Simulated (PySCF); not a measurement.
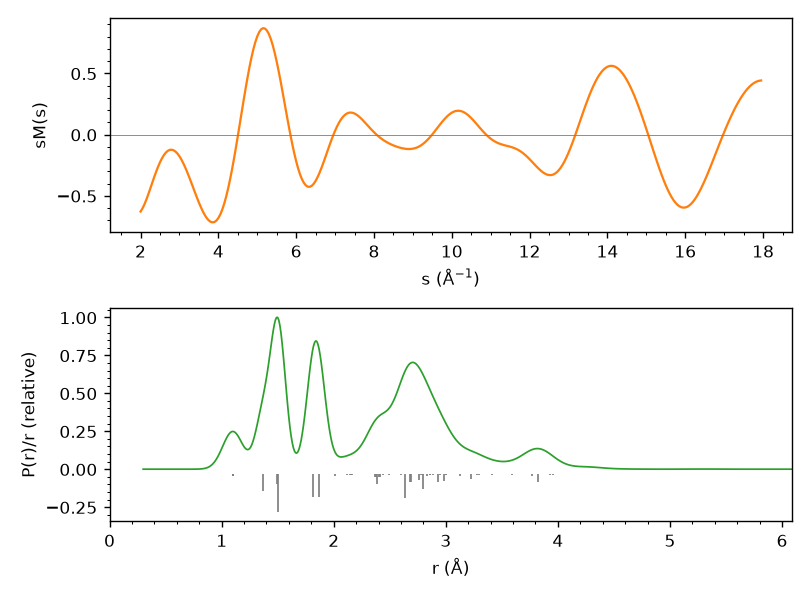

Simulated gas electron diffraction: reduced molecular intensity sM(s) from the Debye equation in the first Born approximation (top) and the radial distribution curve (bottom) of C₃H₇FOS. Each pair of atoms contributes with weight ZᵢZⱼ/r (bars below the curve); damping constant 0.001 Å²; vibrational amplitudes assumed, not computed: 0.05 Å for bonds, 0.078 Å for bonds to H, 0.06 + 0.015 r up to 0.15 Å for other pairs. The geometry is the end point of an optimisation (PBE0-D3(BJ)/def2-SVP geometry optimisation, gas phase in PySCF); it may be a saddle point or a higher isomer.

Which pairs of atoms lie under the first 5 clear peaks? Mark bonded pairs by – and others by ···.

Answer. Peak 1, 1.10 Å: C–H 1.10 Å (×7)
Peak 2, 1.50 Å: F–C 1.37 Å, C–C 1.50 Å, S–O 1.50 Å, not resolved
Peak 3, 1.84 Å: S–C 1.81–1.87 Å (×2), not resolved
Peak 4, 2.71 Å: S···F 2.63 Å, O···C 2.68–2.69 Å (×2), S···C 2.80 Å, F···C 2.93 Å, not resolved; in its flanks S···H 2.37–3.13 Å, F···C 2.39 Å
Peak 5, 3.82 Å: O···H 3.59–3.96 Å (×2), C···H 3.70–3.74 Å (×2), S···H 3.77 Å, F···O 3.83 Å, not resolved
